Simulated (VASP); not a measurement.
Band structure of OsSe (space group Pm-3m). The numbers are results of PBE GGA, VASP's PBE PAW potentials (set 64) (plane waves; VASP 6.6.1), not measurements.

Unless said otherwise, spin-orbit coupling is left out, though it shifts the bands of the heavy elements here.

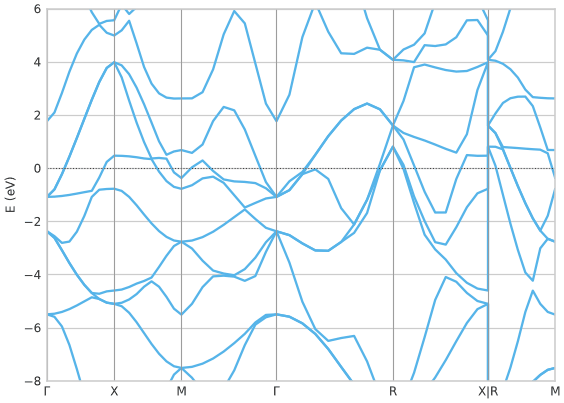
Figure: Bands along high-symmetry lines, zero at the valence-band maximum or, without a gap, the Fermi level

Task: Read the plot: is there a gap, and where are the band edges?

Result: It has no gap at this level: it comes out as a metal or semimetal.

The structure was generated: OsSe was put into an ordered model structure, which need not be its known phase. The cell was not relaxed at this level.
